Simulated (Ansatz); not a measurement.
**CH₂AlClS: geometry and vibrations**

Aim: relax CH₂AlClS from a cheap starting geometry, check the end point by its vibrations and derive ideal-gas thermochemistry, and look at its orbitals and charge.

Computed with Ansatz 0.2.0, Gaussian basis. Level: RKS PBE0-D4/def2-TZVP.

The runs, in order: relaxation at PBE-D4/def2-SVP; relaxation at PBE0-D4/def2-TZVP; harmonic vibrations at the same level; a single point in def2-TZVPP for the fields.

### Step 1. The starting structure

SMILES `[Cl][Al]1[CH2][S]1`, 6 atoms, charge 0, spin multiplicity 1.

Atoms are counted from 1 here; the program's logs count them from 0.

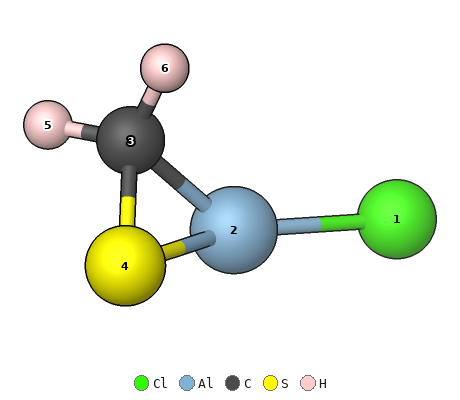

As it starts; chlorine green, aluminium light blue, carbon dark grey, sulfur yellow, hydrogen pink; atoms are numbered from 1 in the order of the file.

The start is a force-field geometry with small random shifts, so a cheaper pass at PBE-D4/def2-SVP comes first.

### Step 2. Optimising with PBE-D4/def2-SVP (cheap first pass)

The input, in.yaml:

```yaml
crystal:
  periodic: [false, false, false]
  atoms:
    - {symbol: Cl, position_ang: [-1.337500, -2.643400, 0.994700]}
    - {symbol: Al, position_ang: [-0.349700, -1.047400, -0.197000]}
    - {symbol: C, position_ang: [0.456800, 0.694100, 0.001500]}
    - {symbol: S, position_ang: [-0.418000, 0.880100, -1.499400]}
    - {symbol: H, position_ang: [1.583100, 0.723900, -0.196700]}
    - {symbol: H, position_ang: [0.107500, 1.328600, 0.850800]}
basis:
  gaussian: {orbitals: def2-SVP}
hamiltonian: {xc: pbe, dispersion: d4}
relax: {f_tol: 0.03, max_steps: 200}
```

Started as:

```
ansatz run in.yaml --threads 2 --pin off --events-out ev --progress --plain --max-ram 4352MiB
```

Standard output, shortened:

```text
Functional definition: PBE
  name "PBE"
  cite "Perdew, Burke & Ernzerhof, Phys. Rev. Lett. 77, 3865 (1996) doi:10.1103/PhysRevLett.77.3865"
  parent pbe
[...]
867 factors; their error is unknown
[...]
mean field -31000.16752689 eV, -1139.2351439450 hartree, gradient 1.7e-5 eV, S^2 0.000000; 2 other end points of the search recorded, 0 dependent functions left out
[...]
reference -31000.16755905 eV, -1139.2351451269 hartree; 27, 27 occupied and 51, 51 virtual orbitals, 867 factors
relax step   1: F+E_penalty+E_count = -31000.31288343 eV  Δ(F+E_penalty+E_count) = +0.000e0 eV  max|allowed force component| = 2.985e0 eV/Å  Δτ_max = 0.0000 Å  (58 SCF iters, accepted)
[...]
relax step   5: F+E_penalty+E_count = -31001.28244151 eV  Δ(F+E_penalty+E_count) = -4.803e-3 eV  max|allowed force component| = 5.023e-2 eV/Å  Δτ_max = 0.0237 Å  (28 SCF iters, accepted)
[...]
relax step   6: F+E_penalty+E_count = -31001.28282786 eV  Δ(F+E_penalty+E_count) = -3.863e-4 eV  max|allowed force component| = 1.485e-2 eV/Å  Δτ_max = 0.0140 Å  (29 SCF iters, accepted)
867 factors; their error is unknown
mean field -31001.13355855 eV, -1139.2706449538 hartree, gradient 1.3e-5 eV, S^2 0.000000; 1 other end points of the search recorded, 0 dependent functions left out
[...]
reference -31001.13359174 eV, -1139.2706461732 hartree; 27, 27 occupied and 51, 51 virtual orbitals, 867 factors
Total energy: -31001.28286104 eV, -1139.2761317190 hartree
Atom 0 at    -1.261350    -2.727721     0.714978 Å, force    -0.001010     0.003402    -0.007462 eV/Å
Atom 1 at    -0.543173    -0.891720     0.011744 Å, force    -0.006569    -0.010441     0.009128 eV/Å
Atom 2 at     0.539639     0.686360     0.122643 Å, force     0.009816     0.014850     0.004255 eV/Å
Atom 3 at    -0.575750     0.609246    -1.500212 Å, force    -0.005303    -0.008604    -0.009186 eV/Å
Atom 4 at     1.614228     0.698950    -0.138166 Å, force     0.000541     0.001396    -0.002046 eV/Å
Atom 5 at     0.268606     1.560784     0.742913 Å, force     0.002526    -0.000603     0.005311 eV/Å
Dipole moment:     0.103410    -0.109040     0.261780 e Å
```

Wall time 8 s (2 threads of Arm Neoverse V2, shared host).

Relaxation path:

| step | energy from step 1 (eV) | largest force component (eV/Å) |
| --- | --- | --- |
| 1 | 0.0000 | 2.9853 |
| 2 | -0.7243 | 1.6110 |
| 3 | -0.9275 | 0.7538 |
| 4 | -0.9648 | 0.1771 |
| 5 | -0.9696 | 0.0502 |
| 6 | -0.9699 | 0.0149 |

Close pairs (by a distance rule), those that changed most:

| bond | before (Å) | after (Å) | change (Å) |
| --- | --- | --- | --- |
| C3–S4 | 1.747 | 1.971 | +0.224 |
| Al2–S4 | 2.327 | 2.131 | -0.197 |
| Cl1–Al2 | 2.223 | 2.093 | -0.130 |
| C3–H5 | 1.144 | 1.106 | -0.038 |
| Al2–C3 | 1.929 | 1.917 | -0.012 |
| C3–H6 | 1.116 | 1.106 | -0.010 |

### Step 3. Geometry optimisation, PBE0-D4/def2-TZVP

The input, in.yaml:

```yaml
crystal:
  periodic: [false, false, false]
  atoms:
    - {symbol: Cl, position_ang: [-1.261350, -2.727721, 0.714978]}
    - {symbol: Al, position_ang: [-0.543173, -0.891720, 0.011744]}
    - {symbol: C, position_ang: [0.539639, 0.686360, 0.122643]}
    - {symbol: S, position_ang: [-0.575750, 0.609246, -1.500212]}
    - {symbol: H, position_ang: [1.614228, 0.698950, -0.138166]}
    - {symbol: H, position_ang: [0.268606, 1.560784, 0.742913]}
basis:
  gaussian: {orbitals: def2-TZVP}
hamiltonian: {xc: pbe0, dispersion: d4}
relax: {f_tol: 0.005, max_steps: 150}
```

Launched as before.

Standard output, shortened:

```text
Functional definition: PBE0
  name "PBE0"
  cite "Adamo & Barone, J. Chem. Phys. 110, 6158 (1999) doi:10.1063/1.478522"
  cite "Perdew, Burke & Ernzerhof, Phys. Rev. Lett. 77, 3865 (1996) doi:10.1103/PhysRevLett.77.3865"
  parent pbe
[...]
1086 factors; their error is unknown
[...]
mean field -31015.42327362 eV, -1139.7957822966 hartree, gradient 9.8e-6 eV, S^2 0.000000; 0 other end points of the search recorded, 0 dependent functions left out
[...]
reference -31015.42330164 eV, -1139.7957833262 hartree; 27, 27 occupied and 127, 127 virtual orbitals, 1086 factors
relax step   1: F+E_penalty+E_count = -31015.55070247 eV  Δ(F+E_penalty+E_count) = +0.000e0 eV  max|allowed force component| = 6.267e-1 eV/Å  Δτ_max = 0.0000 Å  (28 SCF iters, accepted)
[...]
1086 factors; their error is unknown
[...]
mean field -31015.45701244 eV, -1139.7970221753 hartree, gradient 5.7e-5 eV, S^2 0.000000; 1 other end points of the search recorded, 0 dependent functions left out
[...]
reference -31015.45704039 eV, -1139.7970232024 hartree; 27, 27 occupied and 127, 127 virtual orbitals, 1086 factors
Total energy: -31015.58558503 eV, -1139.8017471307 hartree
Atom 0 at    -1.244978    -2.696171     0.707940 Å, force    -0.000228     0.000261    -0.000772 eV/Å
Atom 1 at    -0.539067    -0.882036     0.011069 Å, force     0.000526     0.000191     0.000854 eV/Å
Atom 2 at     0.532687     0.680386     0.118356 Å, force    -0.001325    -0.000973    -0.000903 eV/Å
Atom 3 at    -0.559928     0.605695    -1.474398 Å, force     0.000194    -0.000548     0.000765 eV/Å
Atom 4 at     1.588832     0.689716    -0.138817 Å, force    -0.000283     0.000941     0.000492 eV/Å
Atom 5 at     0.264653     1.538308     0.729750 Å, force     0.001117     0.000129    -0.000437 eV/Å
Dipole moment:     0.111837    -0.134888     0.302191 e Å
```

Wall time 19 s (2 threads of Arm Neoverse V2, shared host).

Step by step:

| step | energy from step 1 (eV) | largest force component (eV/Å) |
| --- | --- | --- |
| 1 | 0.0000 | 0.6267 |
| 2 | -0.0305 | 0.2243 |
| 3 | -0.0343 | 0.0660 |
| 4 | -0.0348 | 0.0162 |
| 5 | -0.0349 | 0.0057 |
| 6 | -0.0349 | 0.0013 |

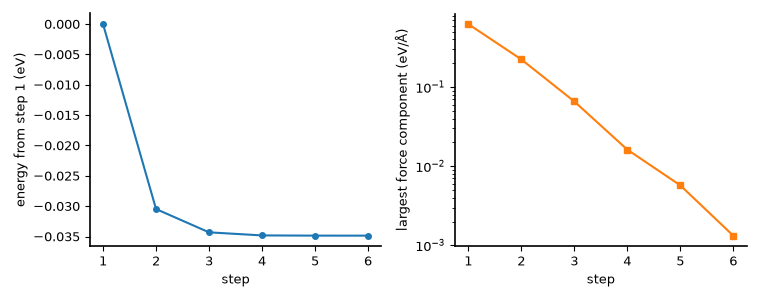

Energy and largest force along the relaxation.

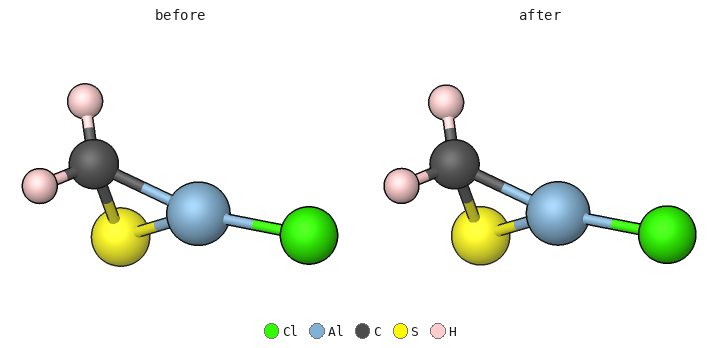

Before and after, at one scale.

Distances of close pairs at the start and the end, largest changes first:

| bond | before (Å) | after (Å) | change (Å) |
| --- | --- | --- | --- |
| C3–S4 | 1.971 | 1.933 | -0.038 |
| Al2–S4 | 2.131 | 2.102 | -0.028 |
| Cl1–Al2 | 2.093 | 2.068 | -0.026 |
| Al2–C3 | 1.917 | 1.898 | -0.019 |
| C3–H5 | 1.106 | 1.087 | -0.019 |
| C3–H6 | 1.106 | 1.087 | -0.019 |

Mulliken charges of the relaxed molecule (report file):

| atom | value (e) |
| --- | --- |
| Cl1 | -0.17 |
| Al2 | 0.43 |
| C3 | -0.36 |
| S4 | -0.20 |
| H5 | 0.15 |
| H6 | 0.15 |

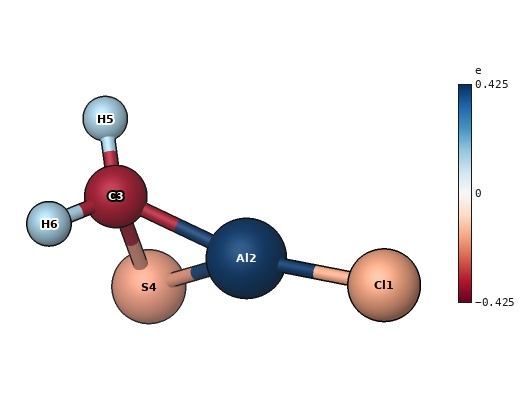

Mulliken charges of the relaxed molecule (report file), as colours on the atoms.

### Step 4. Force constants and modes

The input, in.yaml:

```yaml
crystal:
  periodic: [false, false, false]
  atoms:
    - {symbol: Cl, position_ang: [-1.244978, -2.696171, 0.707940]}
    - {symbol: Al, position_ang: [-0.539067, -0.882036, 0.011069]}
    - {symbol: C, position_ang: [0.532687, 0.680386, 0.118356]}
    - {symbol: S, position_ang: [-0.559928, 0.605695, -1.474398]}
    - {symbol: H, position_ang: [1.588832, 0.689716, -0.138817]}
    - {symbol: H, position_ang: [0.264653, 1.538308, 0.729750]}
basis:
  gaussian: {orbitals: def2-TZVP}
hamiltonian: {xc: pbe0, dispersion: d4}
phonons: {temperatures: {t_min: 298.15, t_max: 900, t_step: 200}}
```

The command is unchanged.

Standard output, shortened:

```text
Functional definition: PBE0
  name "PBE0"
  cite "Adamo & Barone, J. Chem. Phys. 110, 6158 (1999) doi:10.1063/1.478522"
  cite "Perdew, Burke & Ernzerhof, Phys. Rev. Lett. 77, 3865 (1996) doi:10.1103/PhysRevLett.77.3865"
  parent pbe
[...]
1086 factors; their error is unknown
[...]
mean field -31015.45701250 eV, -1139.7970221777 hartree, gradient 9.7e-6 eV, S^2 0.000000; 0 other end points of the search recorded, 0 dependent functions left out
[...]
reference -31015.45704045 eV, -1139.7970232047 hartree; 27, 27 occupied and 127, 127 virtual orbitals, 1086 factors
[...]
1086 factors; their error is unknown
mean field -31015.45698765 eV, -1139.7970212643 hartree, gradient 1.7e-6 eV, S^2 0.000000; 0 other end points of the search recorded, 0 dependent functions left out
[...]
reference -31015.45701559 eV, -1139.7970222912 hartree; 27, 27 occupied and 127, 127 virtual orbitals, 1086 factors
[...]
reference -31015.45700126 eV, -1139.7970217645 hartree; 27, 27 occupied and 127, 127 virtual orbitals, 1086 factors
Total energy: -31015.58558509 eV, -1139.8017471330 hartree
Atom 0 at    -1.244978    -2.696171     0.707940 Å, force    -0.000231     0.000256    -0.000770 eV/Å
Atom 1 at    -0.539067    -0.882036     0.011069 Å, force     0.000532     0.000200     0.000851 eV/Å
Atom 2 at     0.532687     0.680386     0.118356 Å, force    -0.001342    -0.000960    -0.000890 eV/Å
Atom 3 at    -0.559928     0.605695    -1.474398 Å, force     0.000193    -0.000550     0.000768 eV/Å
Atom 4 at     1.588832     0.689716    -0.138817 Å, force    -0.000274     0.000940     0.000490 eV/Å
Atom 5 at     0.264653     1.538308     0.729750 Å, force     0.001122     0.000114    -0.000449 eV/Å
Dipole moment:     0.111837    -0.134888     0.302191 e Å
Vibrations: 148.69 151.98 373.78 529.68 589.62 649.79 817.63 951.82 1004.23 1416.57 3115.28 3190.83 cm⁻¹, zero-point energy 0.802172 eV
```

Wall time 68 s (2 threads of Arm Neoverse V2, shared host).

Motions are named by where the mode's potential energy lies. The modes, unscaled (a negative number is an imaginary wavenumber):

| mode | cm⁻¹ | motion |
| --- | --- | --- |
| 1 | 149 | bend |
| 2 | 152 | out-of-plane bend |
| 3 | 374 | Al–Cl stretch with bend |
| 4 | 530 | C–S stretch with bend |
| 5 | 590 | bend with Al–Cl stretch |
| 6 | 650 | bend |
| 7 | 818 | mixed, led by Al–C stretch |
| 8 | 952 | bend |
| 9 | 1004 | bend |
| 10 | 1417 | bend |
| 11 | 3115 | C–H stretch |
| 12 | 3191 | C–H stretch |

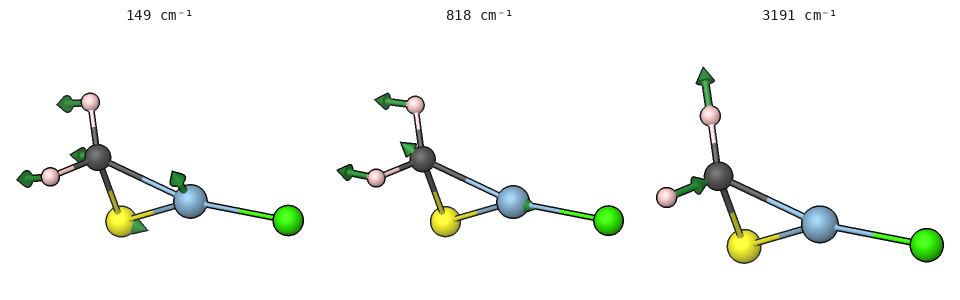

Displacements of 3 modes, as arrows.

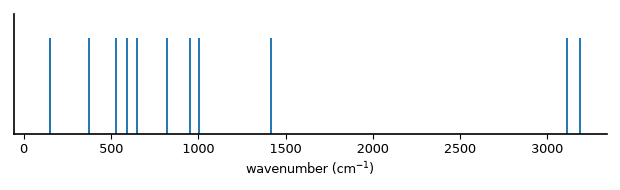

The harmonic wavenumbers as sticks (no intensities were computed).

Ideal gas, rigid rotor and harmonic oscillator at 298.15 K and 1 bar, with symmetry number 1:

| term | value |
| --- | --- |
| zero-point energy | 77.4 kJ/mol |
| H(298) − E | 93.3 kJ/mol |
| entropy, translation | 167.3 J/(mol K) |
| entropy, rotation | 112.0 J/(mol K) |
| entropy, vibration | 34.5 J/(mol K) |
| entropy, total | 313.8 J/(mol K) |

### Step 5. A single point for the fields

Edit in.yaml of step 4 so:

```diff
@@ -10,4 +10,4 @@
 basis:
-  gaussian: {orbitals: def2-TZVP}
+  gaussian: {orbitals: def2-TZVPP}
 hamiltonian: {xc: pbe0, dispersion: d4}
-phonons: {temperatures: {t_min: 298.15, t_max: 900, t_step: 200}}
+output: {orbitals: {seedname: orbitals}}
```

The command is unchanged.

Standard output:

```text
Functional definition: PBE0
  name "PBE0"
  cite "Adamo & Barone, J. Chem. Phys. 110, 6158 (1999) doi:10.1063/1.478522"
  cite "Perdew, Burke & Ernzerhof, Phys. Rev. Lett. 77, 3865 (1996) doi:10.1103/PhysRevLett.77.3865"
  parent pbe
  parameter a = 0.25
  parameter kappa = 0.804
  parameter beta = 0.06672455060314922
  exchange = (1 - a)*pbe_x(kappa = kappa, mu = beta*pi^2/3) + a*exact_x
  correlation = pbe_c(beta = beta)
1238 factors; their error is unknown
mean field evaluation 1: about -31009.2124 eV, gradient 5.1e1 eV
mean field evaluation 2: about -31000.8894 eV, gradient 7.0e1 eV
mean field evaluation 4: about -31015.4079 eV, gradient 3.8e0 eV
mean field evaluation 8: about -31015.4853 eV, gradient 2.4e-1 eV
mean field evaluation 16: about -31015.4853 eV, gradient 3.7e-5 eV
mean field -31015.48533722 eV, -1139.7980630918 hartree, gradient 3.7e-5 eV, S^2 0.000000; 0 other end points of the search recorded, 0 dependent functions left out
reference -31015.48536539 eV, -1139.7980641270 hartree; 27, 27 occupied and 158, 158 virtual orbitals, 1238 factors
Total energy: -31015.61391003 eV, -1139.8027880553 hartree
```

Run time: 2.5 s. Hardware: 2 threads of Arm Neoverse V2, shared host; peak memory 0.4 GiB.

Orbitals, density, ELF and potential are computed afterwards from the orbital file.

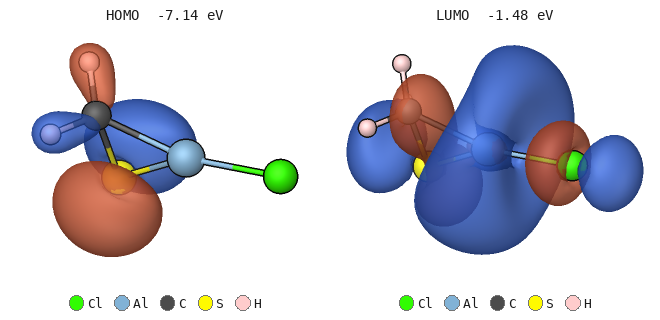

PBE0-D4/def2-TZVPP orbitals near the gap, drawn at the value that encloses 70 % of each; the two colours are the two signs.

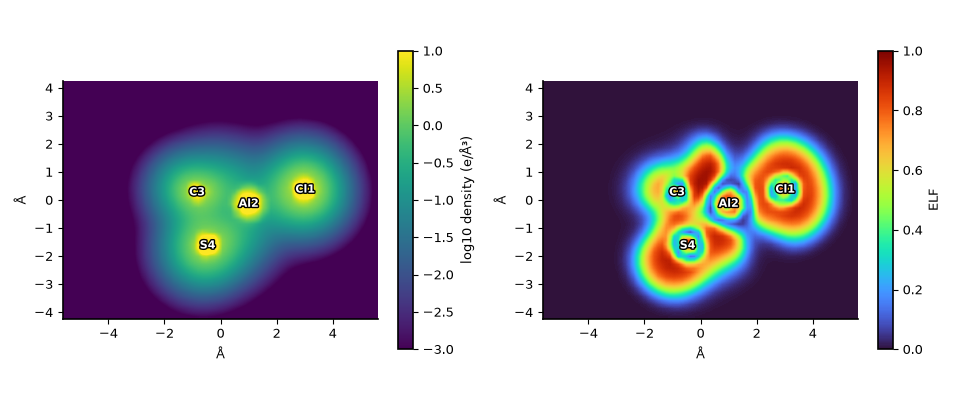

Density (left) and ELF (right) in a plane through or near 4 of the atoms.

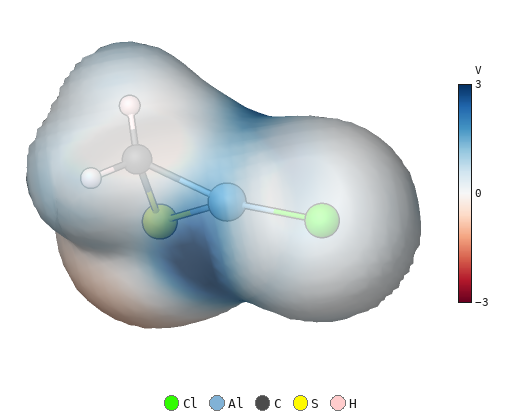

The potential that a unit positive charge feels on the 0.002 e/bohr³ surface, from the 1st to the 99th percentile, from -0.79 V near S4 to 3.00 V near Al2.

### Step 6. Summary of results

| quantity | value |
| --- | --- |
| point group | Cs |
| steps | 6 + 6 |
| shift from the start (rms) | 0.259 Å |
| total energy | -31015.5856 eV |
| dispersion term | -129 meV |
| dipole moment | 1.68 D |
| lowest, highest wavenumber | 149, 3191 cm⁻¹ |
| zero-point energy | 77.4 kJ/mol |
| entropy at 298.15 K | 313.8 J/(mol K) |
| HOMO, LUMO | -7.14, -1.48 eV |

**Reading.** The atoms moved 0.26 Å (rms) from the start; the bond that changed most is Al2–S4, from 2.327 to 2.102 Å. No mode is imaginary: a true minimum at this level. The stiffest mode, 3191 cm⁻¹, is a C–H stretch, and 2 modes under 200 cm⁻¹ make the vibrational entropy uncertain. Harmonic hybrid wavenumbers usually lie a few per cent above measured fundamentals. The largest Mulliken charge, +0.43 e, sits on Al2. The HOMO lies mostly on S4 79 %; Al2 8 % and the LUMO on Al2 50 %; Cl1 20 %.
